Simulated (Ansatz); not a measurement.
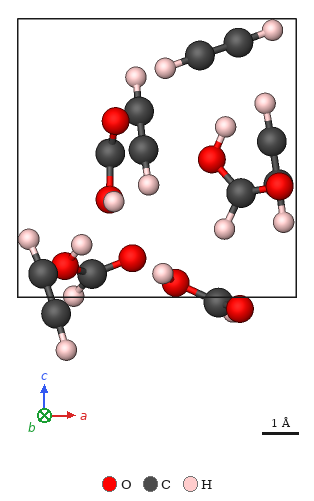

Starting frame of a dynamics run of a periodic cell with 4 HCOOH + 4 C2H2 at 1.0 g/cm³. A ball-and-stick model of the simulation cell, seen along the b axis.

Method: DFT PBEsol, scalar-relativistic, plane waves, PAW (Ansatz 0.2.0).

Input file:
```yaml
accuracy: low
crystal:
  lattice:
    - [7.823205, 0.0, 0.0]
    - [0.0, 7.823205, 0.0]
    - [0.0, 0.0, 7.823205]
  atoms:
    - { symbol: O, position: [0.16521807, 0.52010644, 0.10788408] }
    - { symbol: C, position: [0.26274002, 0.65367075, 0.07938233] }
    - { symbol: O, position: [0.40765296, 0.67171559, 0.13595988] }
    - { symbol: H, position: [0.22556697, 0.43611368, 0.18425629] }
    - { symbol: H, position: [0.196666, 0.75113795, -0.00019474] }
    - { symbol: O, position: [0.69304741, 0.42887911, 0.49103842] }
    - { symbol: C, position: [0.79812919, 0.37418808, 0.37016889] }
    - { symbol: O, position: [0.93608381, 0.30676027, 0.39405519] }
    - { symbol: H, position: [0.74245166, 0.4107183, 0.60785407] }
    - { symbol: H, position: [0.73834456, 0.38923123, 0.24084119] }
    - { symbol: O, position: [0.32555327, 0.3070102, 0.34659863] }
    - { symbol: C, position: [0.32823554, 0.35271451, 0.51266071] }
    - { symbol: O, position: [0.34749533, 0.25313503, 0.6287366] }
    - { symbol: H, position: [0.3409206, 0.1825693, 0.33929628] }
    - { symbol: H, position: [0.31858044, 0.49413167, 0.52636559] }
    - { symbol: O, position: [0.5631061, 0.95560622, 0.04780398] }
    - { symbol: C, position: [0.71653408, 0.9405738, -0.02326122] }
    - { symbol: O, position: [0.79387963, 0.80506115, -0.04604132] }
    - { symbol: H, position: [0.51728065, 0.83698449, 0.08076847] }
    - { symbol: H, position: [0.76902891, 1.06983719, -0.05681643] }
    - { symbol: C, position: [0.08694282, 0.13320728, 1.080134] }
    - { symbol: C, position: [0.1335603, 0.09687613, 0.93659167] }
    - { symbol: H, position: [0.17042656, 0.07038261, 0.80585114] }
    - { symbol: H, position: [0.03572287, 0.17198935, 1.20412462] }
    - { symbol: C, position: [0.93228677, 0.83326609, 0.40207874] }
    - { symbol: C, position: [0.90846592, 0.81819684, 0.55519555] }
    - { symbol: H, position: [0.88435887, 0.80482938, 0.69230719] }
    - { symbol: H, position: [0.95087428, 0.84831368, 0.26532042] }
    - { symbol: C, position: [0.43156556, 0.85417638, 0.66320565] }
    - { symbol: C, position: [0.44762407, 0.78756153, 0.5247952] }
    - { symbol: H, position: [0.46584766, 0.73252755, 0.39959766] }
    - { symbol: H, position: [0.42030922, 0.9145412, 0.78630703] }
    - { symbol: C, position: [0.65022879, 0.36242283, 0.86436017] }
    - { symbol: C, position: [0.78846966, 0.4169949, 0.91047027] }
    - { symbol: H, position: [0.91090448, 0.46467586, 0.95503874] }
    - { symbol: H, position: [0.52574731, 0.31999053, 0.81845207] }
basis:
  ecutwfc: 420.0
kpoints:
  mp_grid: { grid: [1, 1, 1] }
hamiltonian:
  xc: pbesol
scf:
  occupations: { method: fermi_dirac, width: 0.05 }
  lower_state_search: "off"
md:
  timestep: 0.75
  n_steps: 290
  ensemble: nvt_langevin
  temperature: 1500.0
  initial_velocities: maxwell_boltzmann
  seed: 69953
  friction: 0.02
```

Run as
```bash
ansatz run input.yaml --threads 1 --pin off --max-ram 3072MiB --backend cpu --events-out ev --progress --plain --runs-dir out
```

### Predict how the run goes.

The mean temperature in the second half is 1546 K (standard deviation 178 K). The potential energy in the second half lies on average 171 meV per atom above the first frame. Root-mean-square distances from the starting positions over the second half, with the common drift of all atoms taken out: H 1.48 Å, O 0.91 Å, C 0.85 Å. The molecules turn and drift from their places. Bond changes: one H–O bond forms at about 87 fs; one H–O bond breaks at about 119 fs.

Along the run (each row but the first and the last is the mean over the interval that it begins):

| time (fs) | potential energy (meV/atom) | T (K) |
| --- | --- | --- |
| 0.0 | 0.0 | 1458 |
| 27.0 | 119.3 | 1064 |
| 54.0 | 135.8 | 1188 |
| 81.0 | 136.5 | 1434 |
| 108.0 | 159.7 | 1694 |
| 135.0 | 189.8 | 1609 |
| 162.0 | 170.6 | 1398 |
| 189.0 | 165.3 | 1469 |
| 216.0 | 166.3 | 1705 |

The paths of the atoms:

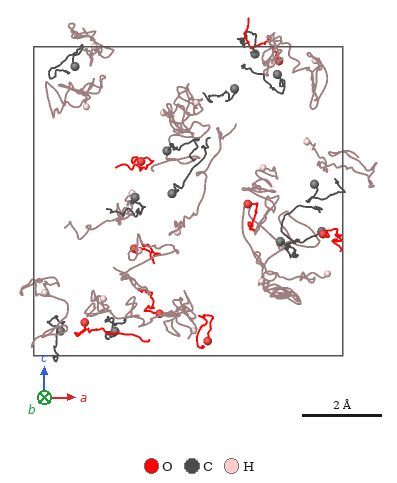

Limits of the set-up: the program's low-accuracy preset was used; the periodic images lie only 7.8 Å apart, so the values are limited by the cell's size.

Cost: 18 min on 1 thread of Arm Neoverse V1 (shared host), peak memory 0.47 GiB.
